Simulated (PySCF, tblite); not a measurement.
# Si₂NH₆ radical: geometry, infrared bands and EPR parameters

What infrared bands and EPR parameters should Si₂NH₆ radical (`N[SiH][SiH3]`) show?

Computed with tblite 0.8.0 and PySCF 2.14.0, with density-fitted response routines of our own, on a single molecule in the gas phase. Atoms count from 0, in the outputs and in this text.

## 1. Starting geometry

9 atoms, charge 0, multiplicity 2; geometry from: force field or distance geometry start.

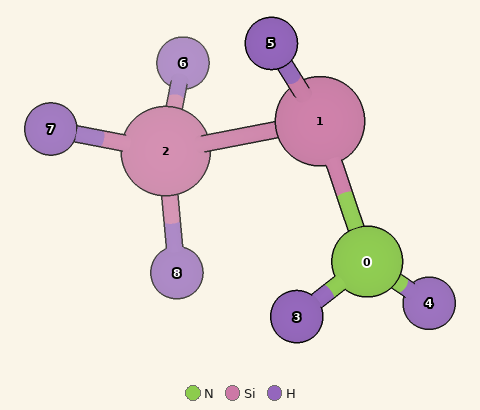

The starting geometry (nitrogen green, silicon pink, hydrogen purple), atoms numbered.

## 2. Optimising the geometry with GFN2-xTB

What the job is given:

```
{"job": {"kind": "relax", "xc": "GFN2-xTB", "basis": "xTB"}, "charge": 0, "multiplicity": 2}
N     -1.858600     0.022100    -0.184500
Si    -0.500000    -0.965900     0.330600
Si     1.391000     0.163100    -0.140400
H     -1.779400     1.022300     0.110600
H     -2.133700    -0.106700    -1.164400
H     -0.460800    -1.183200     1.801700
H      2.343500    -0.865600    -0.595100
H      1.931000     0.830900     1.045200
H      1.080600     1.089000    -1.229000
```

Run with:

```bash
$ OMP_NUM_THREADS=1 python probes_run.py task.json out
```

One launch serves the whole session: the jobs run in the order shown.

What it wrote:

```text
step      E/eV     max force
  0    -255.03269    1.440
  1    -255.08147    0.675
  2    -255.12067    0.586
  3    -255.14161    0.460
  4    -255.18754    0.494
  5    -255.20846    0.485
  6    -255.23209    0.473
  7    -255.25391    0.588
  8    -255.27286    0.530
  9    -255.28479    0.268
 10    -255.29056    0.176
 11    -255.29395    0.258
 12    -255.29865    0.303
 13    -255.30368    0.243
 14    -255.30834    0.270
 15    -255.31183    0.190
 16    -255.31439    0.170
 17    -255.31632    0.119
 18    -255.31824    0.147
 19    -255.32036    0.152
 20    -255.32299    0.171
 21    -255.32649    0.239
 22    -255.33101    0.273
 23    -255.33621    0.236
 24    -255.34071    0.166
 25    -255.34281    0.095
 26    -255.34350    0.076
 27    -255.34412    0.081
 28    -255.34505    0.107
 29    -255.34663    0.143
 30    -255.34880    0.139
 31    -255.35053    0.186
 32    -255.34924    0.360
 33    -255.35248    0.101
 34    -255.35350    0.115
 35    -255.35670    0.081
 36    -255.35776    0.095
 37    -255.36077    0.227
 38    -255.36266    0.206
 39    -255.36669    0.139
 40    -255.36805    0.082
 41    -255.36788    0.222
 42    -255.36926    0.071
 43    -255.36964    0.061
 44    -255.37110    0.085
 45    -255.37200    0.080
 46    -255.37321    0.090
 47    -255.37393    0.081
 48    -255.37443    0.055
 49    -255.37490    0.068
 50    -255.37531    0.052
 51    -255.37564    0.058
 52    -255.37598    0.072
 53    -255.37641    0.069
 54    -255.37691    0.057
 55    -255.37744    0.056
 56    -255.37780    0.071
 57    -255.37794    0.076
 58    -255.37818    0.045
 59    -255.37842    0.049
 60    -255.37892    0.071
 61    -255.37962    0.067
 62    -255.38027    0.149
 63    -255.38070    0.088
 64    -255.38124    0.055
 65    -255.38153    0.041
 66    -255.38181    0.083
 67    -255.38216    0.053
 68    -255.38246    0.051
 69    -255.38279    0.058
 70    -255.38303    0.084
 71    -255.38317    0.135
 72    -255.38354    0.034
 73    -255.38380    0.043
 74    -255.38236    0.432
 75    -255.38463    0.077
 76    -255.38504    0.091
 77    -255.36926    1.126
 78    -255.38578    0.071
 79    -255.38628    0.091
 80    -255.38478    0.668
 81    -255.38805    0.135
 82    -255.38888    0.181
 83    -255.38392    0.892
 84    -255.39133    0.233
 85    -255.39291    0.259
 86    -255.35624    1.252
 87    -255.39699    0.235
 88    -255.39954    0.238
 89    -255.40027    0.501
 90    -255.40474    0.167
 91    -255.40564    0.188
 92    -255.40667    0.236
 93    -255.40755    0.175
 94    -255.41097    0.108
 95    -255.41299    0.147
 96    -255.41716    0.200
 97    -255.41884    0.155
 98    -255.41325    0.573
 99    -255.42045    0.110
100    -255.42090    0.112
101    -255.42145    0.082
102    -255.42183    0.070
103    -255.42204    0.070
104    -255.42234    0.089
105    -255.42248    0.075
106    -255.42263    0.047
107    -255.42270    0.029
108    -255.42275    0.029
109    -255.42280    0.030
110    -255.42288    0.026
111    -255.42296    0.025
112    -255.42302    0.017
113    -255.42304    0.016
114    -255.42306    0.015
115    -255.42307    0.012
116    -255.42309    0.013
117    -255.42312    0.020
118    -255.42319    0.032
119    -255.42333    0.041
120    -255.42352    0.056
121    -255.42374    0.063
122    -255.42395    0.055
123    -255.42412    0.039
124    -255.42429    0.036
125    -255.42444    0.030
126    -255.42450    0.010
127    -255.42451    0.008
```

Wall time 0.79 s (1 thread of Arm Neoverse N1, shared host).

Step by step: (not every step is listed)

```
step  energy from step 0 (eV)  largest force (eV/Å)
   0                   0.0000                1.4400
   1                  -0.0488                0.6751
   2                  -0.0880                0.5858
   3                  -0.1089                0.4599
   4                  -0.1549                0.4942
   5                  -0.1758                0.4851
   6                  -0.1994                0.4728
   7                  -0.2212                0.5876
   8                  -0.2402                0.5302
  19                  -0.2877                0.1521
  30                  -0.3161                0.1391
  41                  -0.3352                0.2224
  52                  -0.3433                0.0724
  63                  -0.3480                0.0878
  74                  -0.3497                0.4322
  85                  -0.3602                0.2585
  96                  -0.3845                0.1999
 107                  -0.3900                0.0288
 118                  -0.3905                0.0318
 122                  -0.3913                0.0546
 123                  -0.3914                0.0391
 124                  -0.3916                0.0364
 125                  -0.3918                0.0297
 126                  -0.3918                0.0104
 127                  -0.3918                0.0081
```

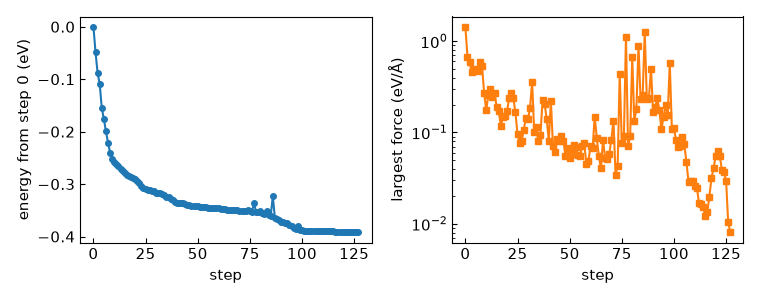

Energy and largest force along the relaxation.

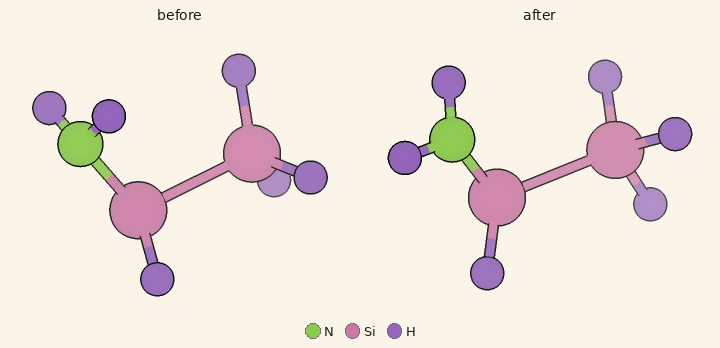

The geometry before (left) and after (right).

Distances of close pairs at the start and the end, largest changes first:

```
   bond  before (Å)  after (Å)  change (Å)
  N0–H3       1.046      1.007      -0.039
Si1–Si2       2.252      2.280      +0.027
 N0–Si1       1.757      1.737      -0.020
  N0–H4       1.026      1.007      -0.019
 Si1–H5       1.488      1.474      -0.013
 Si2–H7       1.464      1.472      +0.008
 Si2–H8       1.462      1.471      +0.008
 Si2–H6       1.474      1.468      -0.006
```

The end geometry stands in the next job.

## 3. Vibrational analysis with GFN2-xTB

What the job is given:

```
{"job": {"kind": "ir", "xc": "GFN2-xTB", "basis": "xTB"}, "charge": 0, "multiplicity": 2}
N     -1.773212     0.305715     0.040108
Si    -0.495297    -0.861841     0.185827
Si     1.519486     0.127030    -0.213365
H     -2.698346     0.090746     0.373363
H     -1.832087     0.876429    -0.787515
H     -0.824595    -1.446197     1.498464
H      2.538202    -0.908174    -0.000524
H      2.011227     1.311053     0.510619
H      1.568183     0.511233    -1.632157
```

What it wrote:

```text
mode    cm-1     km/mol
  1      88.6      1.08
  2     141.1      1.12
  3     203.6      8.32
  4     370.2     63.83
  5     446.9     44.30
  6     474.1     60.08
  7     491.4     33.95
  8     501.1     46.98
  9     644.6     84.91
 10     787.8    556.87
 11     805.7    202.58
 12     816.6    220.70
 13     855.4     35.29
 14     871.3    211.52
 15    1531.3     43.03
 16    2133.5    309.89
 17    2147.6    424.37
 18    2180.4    391.34
 19    2202.5    323.86
 20    3476.1      5.49
 21    3511.8      1.14
```

It took 0.24 s on 1 thread of Arm Neoverse N1, shared host.

Which atoms move in the most intense modes:

```
cm⁻¹  km/mol                                atoms
 788   556.9                     H8 36 %, H6 35 %
 806   202.6   H6 30 %, H8 23 %, H4 13 %, H3 12 %
 817   220.7   H8 18 %, H4 18 %, H6 17 %, H7 14 %
 871   211.5  N0 27 %, H7 23 %, Si1 21 %, H8 14 %
2134   309.9                              H5 94 %
2148   424.4                              H7 84 %
2180   391.3                              H8 85 %
2202   323.9                              H6 94 %
```

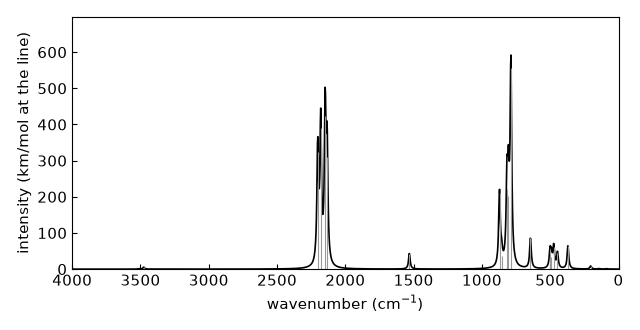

The infrared spectrum from these modes, unscaled. Lines are broadened to a width of 14 cm⁻¹ (Lorentzian).

## 4. EPR parameters: B3LYP/pcH-1

Settings changed since step 3:

```diff
@@ -1,2 +1,2 @@
-{"job": {"kind": "ir", "xc": "GFN2-xTB", "basis": "xTB"}, "charge": 0, "multiplicity": 2}
+{"job": {"kind": "epr", "basis": "pcH-1"}, "charge": 0, "multiplicity": 2}
 N     -1.773212     0.305715     0.040108
```

With the program's defaults for keys left out, this is: UKS B3LYP, pcH-1 on H N Si, non-relativistic, mean-field spin-orbit, GIAO.

What it wrote:

```text
UKS, coarse grid
  cycle   1  E = -637.30715947  |g| = 3.28e-01
  cycle   2  E = -637.22095722  |g| = 5.32e-01
  cycle   3  E = -637.34770384  |g| = 5.92e-02
  cycle   4  E = -637.34952899  |g| = 6.48e-03
  cycle   5  E = -637.34956044  |g| = 2.01e-03
  cycle   6  E = -637.34956401  |g| = 6.88e-04
UKS, final grid
  cycle   1  E = -637.34958255  |g| = 4.79e-04
  cycle   2  E = -637.34958260  |g| = 4.69e-04
  cycle   3  E = -637.34958270  |g| = 1.19e-04
  cycle   4  E = -637.34958270  |g| = 3.17e-05
  cycle   5  E = -637.34958270  |g| = 9.80e-06
E = -637.34958270 Eh   <S^2> = 0.7526 (exact 0.7500)
g shifts (ppm)      1          2          3
  rmc          -151       -151       -151
  gc             22         37         51
  oz_so        -259        377       2361
  total        -389        263       2260
hyperfine (MHz)  atom isotope    a_iso     a_fc   dipolar eigenvalues
    0   14N       7.13       7.10    -10.17     -9.89     20.05
    1  29Si    -394.17    -395.01   -134.54     66.07     68.47
    2  29Si    -109.55    -109.67    -18.79      6.99     11.80
    3    1H     -12.59     -12.63    -12.00     -3.26     15.27
    4    1H      -9.13      -9.16    -11.51     -3.81     15.33
    5    1H      51.35      51.34     -7.34      0.45      6.88
    6    1H      -6.01      -6.00     -2.84     -1.22      4.06
    7    1H      77.14      77.13     -2.53     -0.38      2.90
    8    1H      -4.31      -4.31     -2.73     -1.22      3.95
```

Run time: 27 s. Hardware: 1 thread of Arm Neoverse N1, shared host; peak memory 0.59 GiB.

Principal g values 2.00193, 2.00258, 2.00458; g(iso) = 2.00303, against 2.00232 for a free electron.

Hyperfine couplings; where a row names several nuclei, a(iso) is their mean (it holds for fast rotation or exchange) and the dipolar term the largest among them:

```
    nuclei  isotope  a(iso) (MHz)  a(iso) (G, at g = 2.0023)  largest dipolar term (MHz)
       Si1     29Si        -394.2                     -140.6                      -134.5
       Si2     29Si        -109.6                      -39.1                       -18.8
        H5       1H          51.3                       18.3                        -7.3
H6, H7, H8       1H          22.3                        7.9                         4.1
    H3, H4       1H         -10.9                       -3.9                        15.3
        N0      14N           7.1                        2.5                        20.1
```

Mulliken spin populations:

```
atom  value (e)
  N0       0.16
 Si1       0.73
 Si2       0.07
  H3      -0.01
  H4      -0.01
  H5       0.02
  H6       0.00
  H7       0.04
  H8      -0.01
```

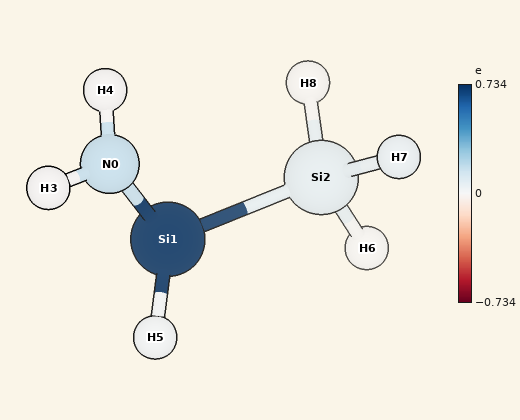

Mulliken spin populations, as colours on the atoms.

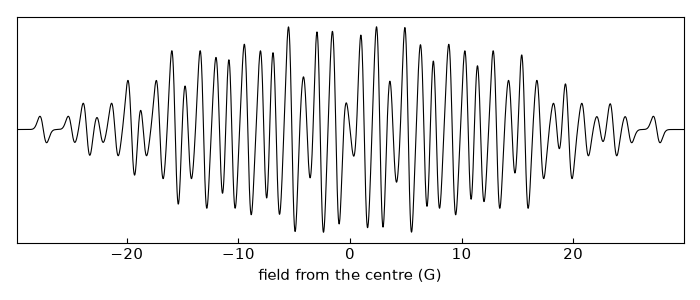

First-order isotropic spectrum (first derivative, main isotopes with spin only, couplings over 0.8 MHz, Gaussian width 0.3 G; couplings of the frozen geometry, rotation of groups not averaged beyond the rows shown).

Orbitals, density, ELF and potential are computed afterwards from the orbital file.

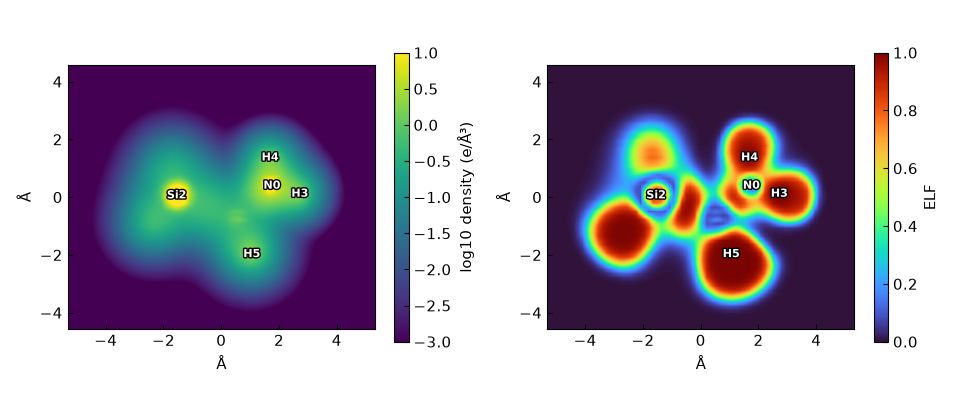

Density (left) and ELF (right) in a plane through or near 5 of the atoms.

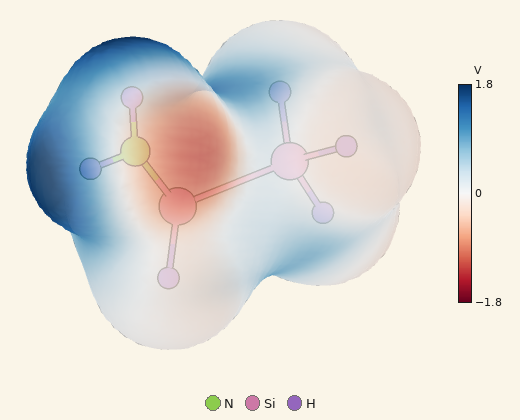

Electrostatic potential on the surface of density 0.002 e/bohr³; red is low, blue high. It runs from -1.00 V near N0 to 1.80 V near H4.

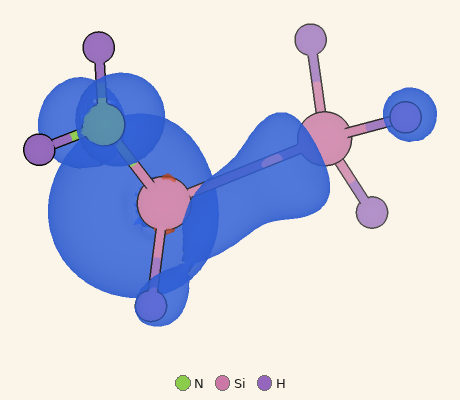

Spin density at ±0.03 e/Å³ (alpha excess blue, beta excess red).

## 5. What came out

```
                                 quantity                    value
strongest single infrared mode (GFN2-xTB)     788 cm⁻¹, 557 km/mol
             zero-point energy (GFN2-xTB)            35.3 kcal/mol
                           g(iso) (B3LYP)                  2.00303
                                     ⟨S²⟩       0.753 (exact 0.75)
       largest a(iso) (averaged by class)  29Si on Si1, -394.2 MHz
    surface potential, least and greatest       -1.00 V and 1.80 V
```

In words: Relaxing lowered the energy by 0.392 eV in 127 steps; the close pair that moved most is N0–H3, from 1.046 to 1.007 Å. No mode is imaginary among the 21: a minimum at this level. The strongest single mode, at 788 cm⁻¹, moves mainly H8 and H6. Unscaled tight-binding wavenumbers are off by several per cent, some by more. Its intensities can rank the bands wrongly. Most of the unpaired spin sits on Si1 (0.73 e). The isotropic g lies 0.7 ppt above the free-electron value.
